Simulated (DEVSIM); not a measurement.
System: Ni/Si3N4/p-Ge capacitor, at 400 K.

| layer (left to right) | material | thickness (nm) | Na (cm⁻³) |
|---|---|---|---|
| 1 | Si3N4 | 27.0 | - |
| 2 | Ge | 1600 | 1.4e17 |

Metal gate on the left, work function 5.1 eV. Fixed charge at the semiconductor interface 3.5e10 cm⁻² (in units of +e); no interface traps.

This is a model device: material constants are rounded textbook-type values typed into the input, and sizes, dopings and lifetimes were drawn at random. Values at 300 K; Nc and Nv go as T^1.5, mobilities as T to minus their exponent, the gap by Varshni's rule with the affinity fixed.

| parameter | Si3N4 | Ge |
|---|---|---|
| gap (eV) | 5.1 | 0.664 |
| affinity (eV) | 2.1 | 4 |
| permittivity | 7.5 | 16 |
| Nc (cm⁻³) | - | 1.04e19 |
| Nv (cm⁻³) | - | 6e18 |
| Varshni α (eV/K) | - | 0.000477 |
| Varshni β (K) | - | 235 |

DEVSIM, 1D Poisson equation in equilibrium, Boltzmann statistics, complete ionisation; no quantum confinement or tunnelling. Metal contacts follow the ideal Schottky-Mott rule: no Fermi-level pinning, no interface dipoles.

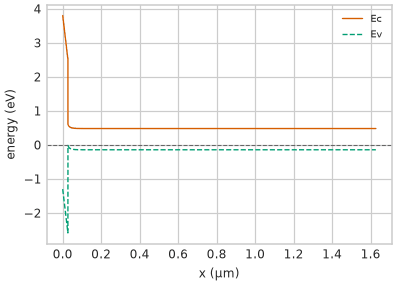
*Band edges at -0.8 V on the gate*

Energies count from the Fermi level of the right contact; mesh points crowd at the junctions.

```tsv
x (μm)	Ec (eV)	Ev (eV)	n (cm⁻³)	p (cm⁻³)	field (V/cm)
0.000	3.800	-1.300	< 1e2	< 1e2	-480000
0.001402	3.733	-1.367	< 1e2	< 1e2	-480000
0.004347	3.593	-1.507	< 1e2	< 1e2	-480000
0.01018	3.315	-1.785	< 1e2	< 1e2	-480000
0.02102	2.798	-2.302	< 1e2	< 1e2	-480000
0.02482	2.617	-2.483	< 1e2	< 1e2	-480000
0.02663	2.531	-2.569	< 1e2	< 1e2	-480000
0.02837	0.589	-0.035	6.0e11	3.4e18	-150000
0.03135	0.557	-0.067	1.5e12	1.3e18	-82000
0.03826	0.520	-0.104	4.5e12	4.5e17	-34000
0.05383	0.492	-0.132	1.0e13	2.0e17	-8900
0.1085	0.480	-0.144	1.4e13	1.4e17	-190
0.2122	0.480	-0.144	1.4e13	1.4e17	≈ 0
0.4458	0.480	-0.144	1.4e13	1.4e17	≈ 0
1.076	0.480	-0.144	1.4e13	1.4e17	≈ 0
1.383	0.480	-0.144	1.4e13	1.4e17	≈ 0
1.519	0.480	-0.144	1.4e13	1.4e17	≈ 0
1.580	0.480	-0.144	1.4e13	1.4e17	≈ 0
1.612	0.480	-0.144	1.4e13	1.4e17	≈ 0
1.621	0.480	-0.144	1.4e13	1.4e17	≈ 0
1.625	0.480	-0.144	1.4e13	1.4e17	≈ 0
1.627	0.480	-0.144	1.4e13	1.4e17	≈ 0
```
